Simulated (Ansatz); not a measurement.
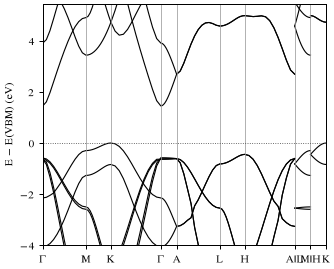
Figure. Band structure from plane-wave PAW r²SCAN+D4 (Ansatz code)

Q: Read off the gap and where the band edges lie.

A: About 1.5 eV (1.45 eV by a search for the band edges); maximum at K, minimum at Γ.

Q: Which of these materials gives this?
A. GaN, P6_3/mmc (Ga on 2d, N on 2b)
B. C, P6_3/mmc (C on 12j, C on 12j)
C. SiC, P6_3/mmc (Si on 2c, C on 2d)
D. Te2Mo, P6_3/mmc (Mo on 2c, Te on 4f)

A: A, GaN, P6_3/mmc (Ga on 2d, N on 2b)

The first step of the workflow began from a Materials Project structure, measured or hypothetical; the Crystallography Open Database copy checked does not list it. It is not the phase usual at ambient conditions (space group No. 186, 216). The r²SCAN+D4 relaxation kept the symmetry of its start; of distortions, only those at the zone centre were tested, and some modes there are weakly imaginary. Scalar-relativistic: spin–orbit coupling is off unless named, which matters more the heavier the elements.

Potentials: the later of the program's two PAW sets.
